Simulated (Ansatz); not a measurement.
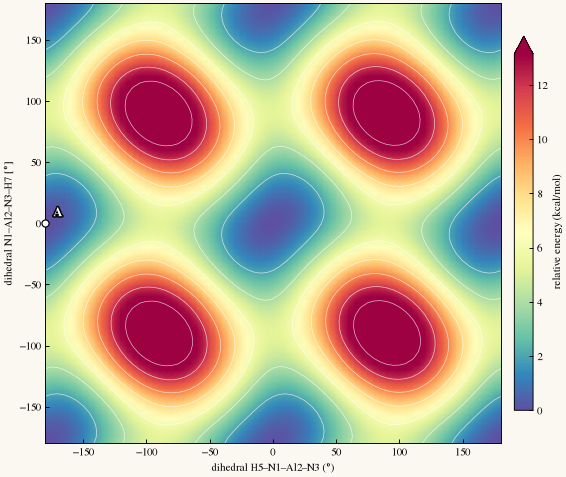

AlBrH4N2, SMILES [NH2][Al]([NH2])[Br]. Coordinates scanned: (1) dihedral H5–N1–Al2–N3; (2) dihedral N1–Al2–N3–H7. Nothing is relaxed (all other coordinates rigid). Grid: 12 × 12 points; 90 points were computed and 54 follow by symmetry. Points are written as (first, second). Energies are in kcal/mol, from the lowest grid point. All numbers below come from RKS CAM-B3LYP-D4/def2-SVP (Ansatz).

In the figure: a smooth colour map with a few white contour lines, one colour for all values above the top of the scale, the point A. Between grid points the surface is interpolated.

What is the easiest way out of the well at A, and how high is the barrier?

Answer. The easiest path leads from the well at (−180°, 0°) to a well of about the same depth at (−180°, −180°). Its highest point lies about 5.3 kcal/mol above the bottom of the first well on the interpolated surface, at (−180°, 90°). The start is the relaxed structure and all else is held, so a fully relaxed path at this level can only be lower.

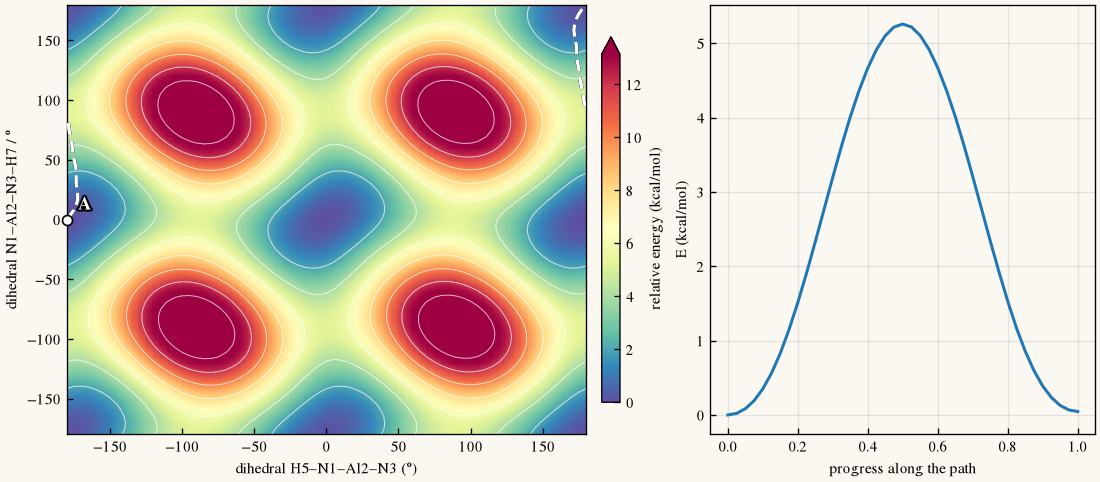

Drawn: a smooth colour map with a few white contour lines, a line along the lowest path, one colour for all values above the top of the scale, the energy along the path at the right. Between grid points the surface is interpolated.
